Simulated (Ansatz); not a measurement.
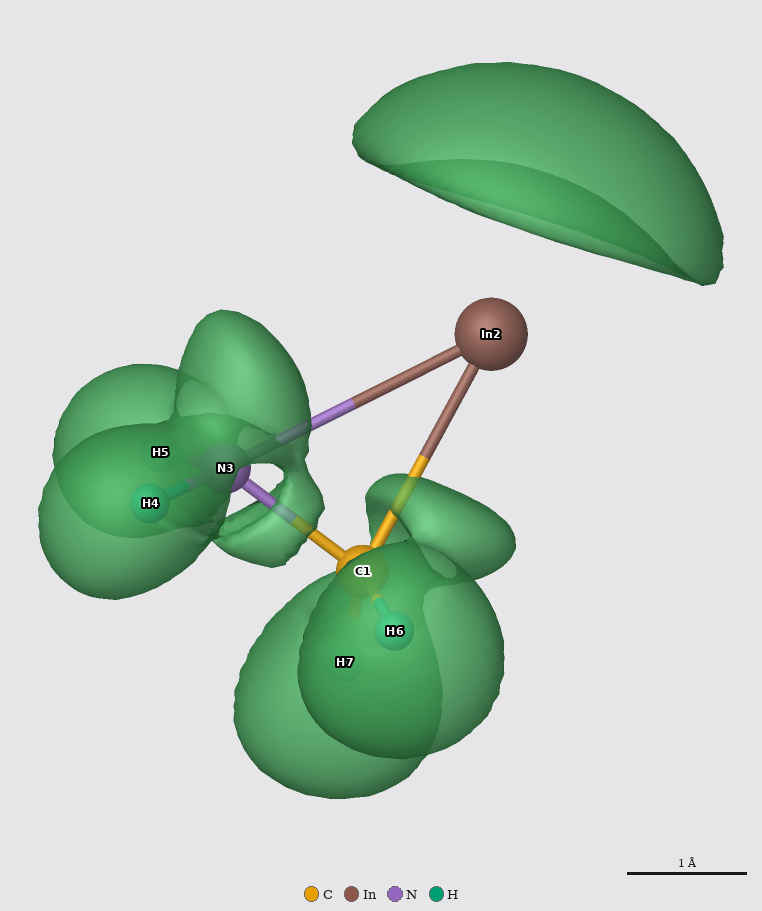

Figure. CH4InN. Isosurface of the ELF at 0.75 (green), seen across its widest extent. Only the valence region is drawn (cores and ρ < 0.01 e/Å³ removed).

Geometry: PBE0-D3(BJ)/def2-SVP; core potentials replace the inner electrons of In.

These are results of isolated molecule in a Gaussian basis; Kohn-Sham density functional theory, functional PBE0 (Ansatz), not measurements.

```yaml
atoms:
  - { symbol: C, position_ang: [-1.1758, 0.2423, 0.8497] }
  - { symbol: In, position_ang: [-1.0626, 1.5351, -1.0342] }
  - { symbol: N, position_ang: [-0.7965, 1.5140, 1.4961] }
  - { symbol: H, position_ang: [-0.0821, 1.4436, 2.2193] }
  - { symbol: H, position_ang: [-1.5969, 1.9860, 1.9099] }
  - { symbol: H, position_ang: [-0.3141, -0.4442, 0.8605] }
  - { symbol: H, position_ang: [-2.0331, -0.2704, 1.3158] }
```

> Describe the localisation domains.

The surface consists of one lobe on In, pointing away from the bonds (lone pairs), one joined region spread over several atoms (C, H), in which their bonds and any lone pairs are merged and one joined region spread over several atoms (H, N), in which their bonds and any lone pairs are merged. Profiles from the grid: C–N (1.48 Å): the ELF peaks at about 0.90 between the atoms; localised, covalent bonding. C–In (2.29 Å): the ELF peaks at about 0.90 in the valence shell of C, 0.7 Å from its nucleus, and drops to about 0.15 between the two atoms.
